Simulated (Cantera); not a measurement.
Input: 1 mol CO₂, 9.3 mol H₂O, at 1.33 mbar.

Method: chemical equilibrium by Gibbs-energy minimisation in Cantera with the NASA 1993 tables (ideal gas, pure condensed phases). Candidate condensed phases: C, C₆H₆, C₇H₈, C₈H₁₈, H₂O; 110 gas species. Rates play no part.

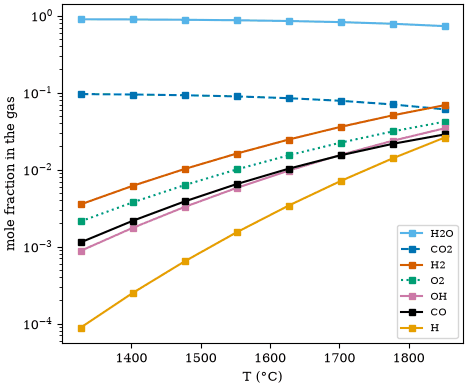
*Equilibrium gas composition (values under 1e-9 drawn at 1e-9)*

Q: Read off the mole fractions at 1627 °C.

A: H₂O about 0.85, CO₂ about 0.085, H₂ about 0.025, O₂ about 0.015, CO about 0.010, OH about 0.0097, H about 0.0034.
